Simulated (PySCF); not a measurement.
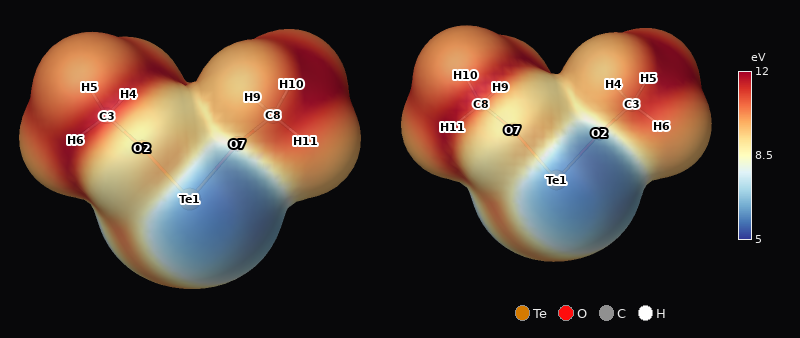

Te(OMe)2 (C$_{2}$H$_{6}$O$_{2}$Te). Average local ionisation energy on the surface of electron density 0.001 a.u. (back view left, front view right).

Level of theory: BP86/def2-SVP (PySCF), at a geometry from GFN2-xTB. Core potentials replace the inner electrons of Te; spin–orbit coupling isn't included. This is a single-reference result, which may miss multireference character in this system. No frequency check shows the geometry to be a minimum. GFN2-xTB bond lengths at metals and heavier atoms can be off by up to 0.1 Å and shapes distorted, which carries into these values.

Input

```python
import numpy as np
from pyscf import gto, scf, dft
from pyscf.scf import atom_ks, atom_hf
from scipy.linalg import block_diag

def solve(mol, dm0=None, hcore=None):
    mf = (dft.UKS if mol.spin else dft.RKS)(mol, xc='bp86')
    mf.grids.level = 3
    mf = mf.density_fit(auxbasis='def2-universal-jkfit')
    mf.conv_tol, mf.max_cycle = 1e-8, 80
    if hcore is not None:
        mf.get_hcore = lambda *args: hcore
    mf.kernel(dm0)
    if not mf.converged:
        mf = mf.newton().run(mf.mo_coeff, mf.mo_occ, max_cycle=30)
    assert mf.converged, 'SCF not converged'
    return mf

mol = gto.M(atom='''
Te    -0.00188    -0.69972     0.00000
O     -1.32027     0.63721     0.63849
C     -2.05062     1.38978    -0.30106
H     -1.39395     1.89845    -1.01030
H     -2.59745     2.13695     0.27661
H     -2.76404     0.77086    -0.85026
O      1.32456     0.63262    -0.63840
C      2.05743     1.38297     0.30097
H      1.40246     1.89402     1.01009
H      2.60676     2.12817    -0.27689
H      2.76877     0.76180     0.85032
''', basis='def2-svp', ecp={'Te': 'def2-svp'}, charge=0, spin=0, verbose=4)
mf = solve(mol)
mf.analyze()
# spherically averaged free atoms, for the promolecule
atom_ks.AtomSphAverageRKS.init_guess_by_vsap = lambda self, mol=None: self.init_guess_by_minao(mol)  # core potentials
atm = atom_ks.get_atm_nrks(mol, xc='bp86')
pro = block_diag(*[(atm[a[0]][2] * atm[a[0]][3]) @ atm[a[0]][2].T for a in mol._atom])
np.savez('result.npz', e=mf.e_tot, c=mf.mo_coeff, occ=mf.mo_occ, eps=mf.mo_energy, pro=pro, dip=mf.dip_moment(verbose=0), s2=mf.spin_square()[0])
```

Run with:

```sh
OMP_NUM_THREADS=1 python input.py
```

The run took 23 s on 1 thread of Arm Neoverse V1, with other jobs on the host, peak memory 0.46 GiB.

Partitions, critical points and surface values were worked out afterwards from this run's density.

Q: Locate the minima of the map.

A: The lowest value is 5.6 eV, 2.6 Å from Te1, and at like points elsewhere. Further minima include 8.8 eV, 1.8 Å from O7; 10.0 eV, 1.4 Å from H10, and at like points elsewhere. For comparison, the highest occupied orbital lies at −4.9 eV.

Q: What volume does the surface enclose, and what is the dipole moment?

A: About 131 Å³; the dipole moment is 0.0 D.
